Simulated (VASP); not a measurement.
Band structure of Te₂Mo (space group P6_3/mmc). All values below come from PBE GGA, VASP's PBE PAW potentials (set 64) (plane waves; VASP).

The path is coarsely sampled, so an indirect gap can come out somewhat too large. Unless said otherwise, spin-orbit coupling is left out, though it shifts the bands of the heavy elements here.

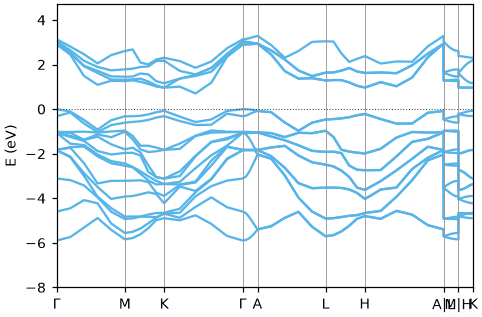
Fig. 1. Bands along high-symmetry lines, zero at the valence-band maximum or, without a gap, the Fermi level

Question: Read the plot: is there a gap, and where are the band edges?

Answer: The gap is indirect, 0.71 eV, from the valence maximum at Γ to the conduction minimum at K-Γ at 0.40.

The structure comes from a measured Te2Mo entry (P6_3/mmc) of the Crystallography Open Database, whose conditions weren't checked. The cell was not relaxed at this level.
